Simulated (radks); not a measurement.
## Atomic calculation, with input and output: Pr³⁺

- system: the praseodymium ion Pr³⁺ in the configuration [Xe] 4f2.
- method: scalar-relativistic Kohn-Sham, XLYP, spin-unpolarised, spherical densities, point nucleus (the in-house radial solver radks)

**The program's output**
```
1s      1   2.0000       -1538.18239996
2s      1   2.0000        -248.39127172
2p      1   6.0000        -222.36706258
3s      1   2.0000         -54.48153179
3p      1   6.0000         -46.24150375
3d      1  10.0000         -34.67254354
4s      1   2.0000         -11.71731260
4p      1   6.0000          -9.01959551
4d      1  10.0000          -5.16079294
4f      1   2.0000          -1.08912144
5s      1   2.0000          -2.40377547
5p      1   6.0000          -1.72057405
Etot -9237.378337909839
Ekin 9812.018794604355
Encl -22348.715899290924
Eh 3515.573482928162
Exc -216.25471615143047
err 1.7212286304298266e-09
it 14
```

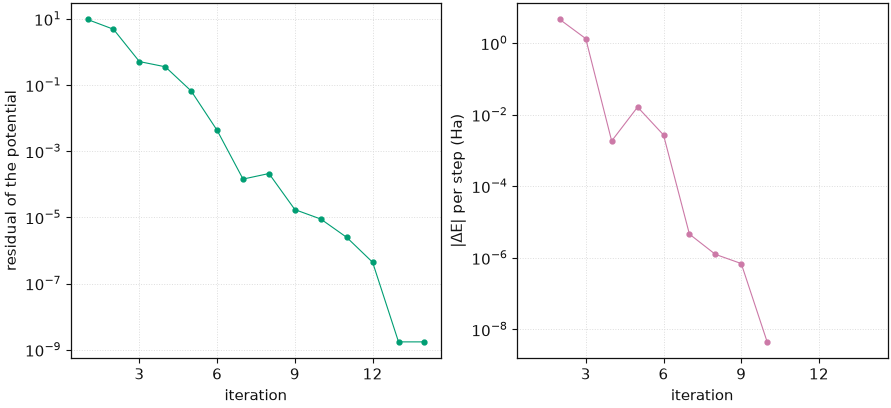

*Convergence: residual of the potential and change of the energy from step to step (the smallest changes aren't drawn) against the iteration.*

The residual falls almost steadily, with no more than small rises or pauses. It goes from 9.6 to 1.7×10⁻⁹ in 14 steps.

**Slater integrals of the outer shells (hartree)**

```
 integral   value
F0(4f,4f)  0.9163
F2(4f,4f)  0.4284
F4(4f,4f)  0.2673
F6(4f,4f)  0.1919
F0(4f,5p)  0.6282
F2(4f,5p)  0.2341
G2(4f,5p)  0.1335
G4(4f,5p)  0.1016
F0(4f,5s)  0.6956
G3(4f,5s)  0.1489
F0(4f,4d)  1.0504
F2(4f,4d)  0.4952
F4(4f,4d)  0.3141
G1(4f,4d)  0.5847
G3(4f,4d)  0.3640
G5(4f,4d)  0.2566
F0(5p,5p)  0.5349
F2(5p,5p)  0.2894
F0(5p,5s)  0.5689
G1(5p,5s)  0.3824
```

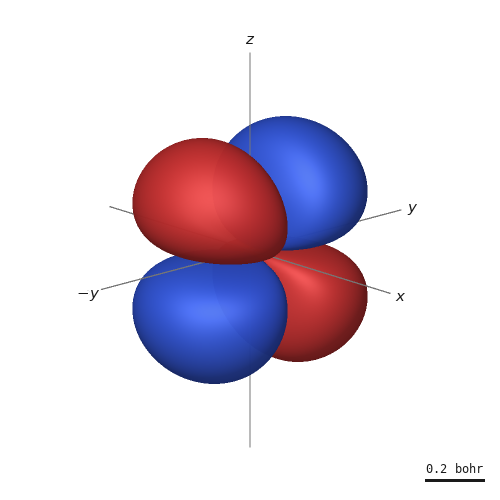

*The 3d(yz) orbital. The surface of constant |ψ| that holds about 95 % of the electron is drawn, blue where ψ is positive and red where it is negative. The radial function comes from the spherical calculation and is multiplied by a real spherical harmonic; the overall sign is chosen so that the largest lobe of P(r) is positive; at the scalar-relativistic level it is the large component.*

It has the nodal planes xy and xz and no radial node. The maximum of P² lies at 0.201 bohr, ⟨r⟩ = 0.248 bohr, 90 % of the charge lies within 0.387 bohr, and the eigenvalue is −943.5 eV, with 10 electrons in the shell.

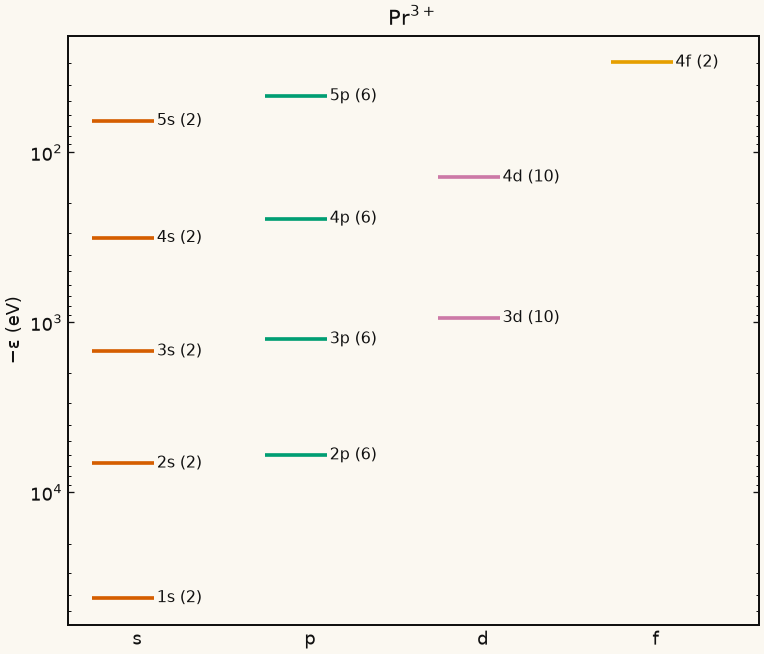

*All occupied levels, on a logarithmic scale of binding energy, are drawn by angular momentum (occupations in brackets).*

The highest occupied level is 4f at −29.6 eV. The highest 6 occupied levels, from the top down, are 4f (−29.6 eV), 5p (−46.8 eV), 5s (−65.4 eV), 4d (−140.4 eV), 4p (−245.4 eV), 4s (−318.8 eV).

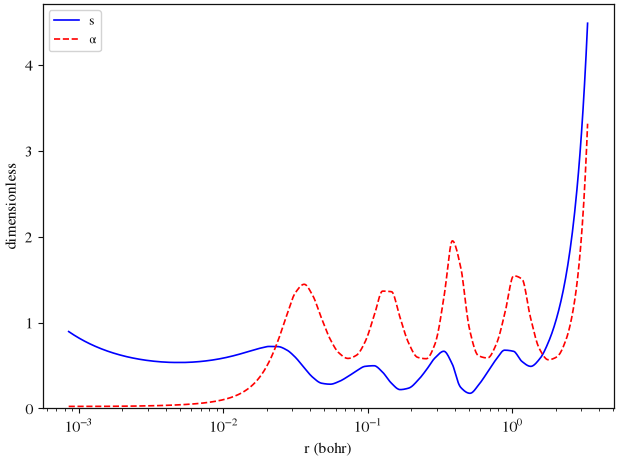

*The reduced density gradient s and the kinetic indicator α = (τ − τW)/τunif, the ingredients of GGAs and meta-GGAs.*

s starts near 0.90 at the inner end, has maxima between the shells at r = 0.021 bohr (0.72), 0.11 bohr (0.50), 0.34 bohr (0.67) and 0.88 bohr (0.68), and grows in the tail, to 4.5 at 3.3 bohr. α peaks at r = 0.036 bohr (1.4), 0.13 bohr (1.4), 0.38 bohr (2.0) and 1.0 bohr (1.5), where shells overlap, and is small where one s orbital dominates. In the tail α rises again, to 3.3 at the end, as it does where the highest occupied level has l > 0.

**The input**
```
Z 59
configuration [Xe] 4f2
relativity scalar-relativistic
functional xlyp
spin unpolarised
nucleus point
c 137.035999084
```

Energies in input and log are in hartree, lengths in bohr.

Launched within a batch (the task file carries these settings):
```bash
python <driver script> task.json out
```

**Results in brief**

- outcome: converged
- total energy: −9237.3783 hartree
- kinetic energy: 9812.0188 hartree
- electron–nucleus energy: −22348.7159 hartree
- Hartree energy: 3515.5735 hartree
- exchange–correlation energy: −216.254716 hartree
- radius at density 0.001 e/bohr³: 3.44 bohr
- SCF iterations: 14
- hardware: 1 CPU thread, shared host
